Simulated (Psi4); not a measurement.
# CH5BN− (SMILES [BH3-]N=C), run twice

Aim: the energy of CH5BN− at CEPA(0)/LANL2DZ (Cartesian functions).

The calculation is run with Psi4 1.11.

2 further runs of the same task are left out: 2 set aside as unsound or not needed.

### 1 The structure to begin with

CH5BN−: 8 atoms, total charge -1, spin state singlet. As SMILES, `[BH3-]N=C`. The coordinates come from a GFN2-xTB relaxation.

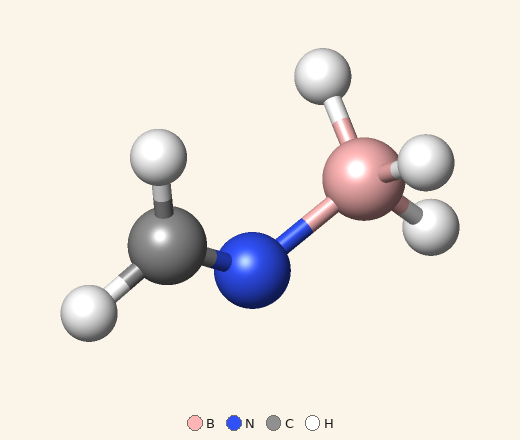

Viewed from a chosen angle; boron pink, nitrogen blue, carbon grey, hydrogen white.

### 2 Try one

Input file ch5bn.py:

```python
import psi4

psi4.set_memory(1600000000)
psi4.set_num_threads(1)
psi4.set_output_file('output.dat', False)

geom = psi4.geometry("""
0 1
B      0.165600     1.032650     0.317000
N      0.676790    -0.343350    -0.170270
C     -0.078150    -1.293200    -0.410600
H     -0.623460     1.495860    -0.501040
H      1.127090     1.777360     0.440280
H     -0.400090     0.897810     1.397340
H     -1.192360    -1.302570    -0.318090
H      0.324580    -2.264550    -0.754640
units angstrom
symmetry c1
""")

options = {'basis': 'LANL2DZ', 'scf_type': 'pk'}
psi4.set_options(options)

E, wfn = psi4.energy('cepa(0)', return_wfn=True)
print(f'total energy {E:.8f} hartree = {E * 27.211386:.5f} eV')
```

The run is started by

```bash
$ python ch5bn.py
```

output.dat:

```text
-----------------------------------------------------------------------
                               Psi4 1.11 release

    h
    h
    h

    -----------------------------------------------------------------------

    Memory:     1.5 GiB
    Threads:    1
                ecpint, einsums, f̶o̶r̶t̶e̶, gauxc, gcp, g̶d̶m̶a̶, geometric, g̶p̶u̶_̶d̶f̶c̶c̶,
                i̶n̶t̶e̶g̶r̶a̶t̶o̶r̶x̶x̶, i̶p̶i̶, libefp, m̶d̶i̶, m̶p̶2̶d̶, m̶r̶c̶c̶, ooo,
                o̶p̶e̶n̶f̶e̶r̶m̶i̶o̶n̶p̶s̶i̶4̶, pcmsolver, p̶s̶i̶4̶f̶o̶c̶k̶c̶i̶, p̶s̶i̶x̶a̶s̶,
                p̶y̶e̶i̶n̶s̶u̶m̶s̶, r̶e̶s̶p̶, s̶i̶m̶i̶n̶t̶, s̶n̶s̶m̶p̶2̶,
                v̶2̶r̶d̶m̶_̶c̶a̶s̶s̶c̶f̶
```

Standard output:

```text
Traceback (most recent call last):
  File "ch5bn.py", line 7, in <module>
    geom = psi4.geometry("""
qcelemental.exceptions.ValidationError: Inconsistent or unspecified chg/mult: sys chg: None, frag chg: [0.0], sys mult: None, frag mult: [1]
```

Wall time 0.84 s (1 thread of Intel Xeon at 2.60GHz (Ice Lake), shared host); peak memory 0.13 GiB.

### 3 Diagnosis

The program refused the input.

The log says `qcelemental.exceptions.ValidationError: Inconsistent or unspecified chg/mult: sys chg: None, frag chg: [0.0], sys mult: None, frag mult: [1]`. Cause: charge and multiplicity as typed don't fit the electron count or the species meant. To mend it: charge -1 in place of 0. That is the species meant; for the charge typed, the multiplicity would have to change.

### 4 Second attempt

Input file job.py:

```python
import psi4

psi4.set_memory(1600000000)
psi4.set_num_threads(1)
psi4.set_output_file('ch5bn.out', False)

mol = psi4.geometry("""
-1 1
B      0.165600     1.032650     0.317000
N      0.676790    -0.343350    -0.170270
C     -0.078150    -1.293200    -0.410600
H     -0.623460     1.495860    -0.501040
H      1.127090     1.777360     0.440280
H     -0.400090     0.897810     1.397340
H     -1.192360    -1.302570    -0.318090
H      0.324580    -2.264550    -0.754640
symmetry c1
""")

psi4.set_options({
    'basis': 'LANL2DZ',
    'scf_type': 'pk',
})

E, wfn = psi4.energy('cepa(0)', return_wfn=True)
print(f'cepa(0) energy: {E:.10f} Eh')
```

The run is started by

```bash
$ python job.py
```

ch5bn.out:

```text
[...]
  Running in c1 symmetry.
[...]
  Nuclear repulsion =   63.941238414873794
[...]
  Multiplicity = 1
[...]
  Nalpha       = 12
  Nbeta        = 12
[...]
    Number of basis functions: 37
[...]
   @RHF iter   1:  -119.67719776974462   -8.65235e-01   1.30023e-02 ADIIS/DIIS
[...]
   @RHF iter  12:  -119.82685742123974   -3.41061e-13   4.90045e-09 DIIS
[...]
    Orbital Energies [Eh]
    ---------------------
    Doubly Occupied:
       1A    -15.333359     2A    -11.071668     3A     -7.330134
       4A     -0.998179     5A     -0.621282     6A     -0.496355
       7A     -0.414071     8A     -0.330953     9A     -0.275311
      10A     -0.213299    11A     -0.170586    12A     -0.144669
[...]
  @RHF Final Energy:  -119.82685742123974
   => Energetics <=
    Nuclear Repulsion Energy =             63.9412384148737942
    One-Electron Energy =                -292.7364581971822872
    Two-Electron Energy =                 108.9683623610687562
    Total Energy =                       -119.8268574212397368
[...]
 Multipole Moments:
 ------------------------------------------------------------------------------------
     Multipole            Electronic (a.u.)      Nuclear  (a.u.)        Total (a.u.)
 ------------------------------------------------------------------------------------
 L = 1.  Multiply by 2.5417464519 to convert [e a0] to [Debye]
 Dipole X            :          1.2932321           -1.7273632           -0.4341311
 Dipole Y            :         -1.9878370            0.3230677           -1.6647693
 Dipole Z            :         -0.7576425            0.2609916           -0.4966510
 Magnitude           :                                                    1.7906950
[...]
      * SCS-MP2 total energy:                 -120.090830542201
[...]
      * MP2 total energy:                     -120.087612586043
[...]
```

Standard output:

```text
cepa(0) energy: -120.1272445900 Eh
```

Wall time 2.5 s (1 thread of Intel Xeon at 2.60GHz (Ice Lake), shared host); peak memory 0.2 GiB.

### 5 Summary of results

At CEPA(0)/LANL2DZ (Cartesian functions):

| quantity | value |
| --- | --- |
| total energy | -120.12724 Eh |
| HOMO energy (Hartree–Fock orbitals) | -3.94 eV |
| LUMO energy (Hartree–Fock orbitals) | 9.44 eV |
| HOMO–LUMO gap (to an unbound level, set by the basis) | 13.37 eV |
| correlation energy | -300.4 mEh |
